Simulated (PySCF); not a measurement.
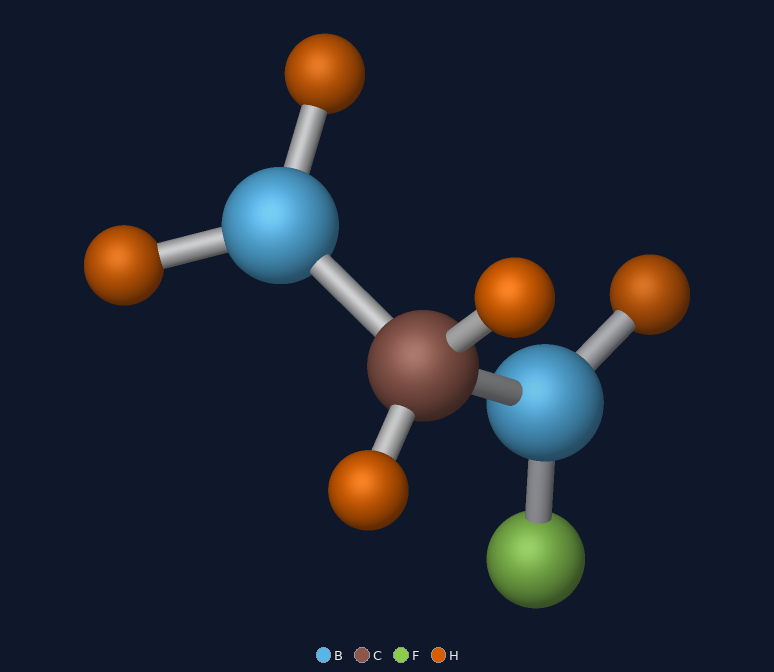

The geometry was computed by an optimisation with PBE0-D3(BJ)/def2-SVP. No frequency run is at hand to confirm it as a minimum.

Draw it as a skeletal formula.

SMILES: BCBF

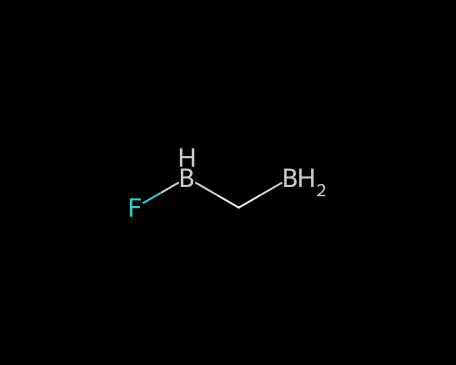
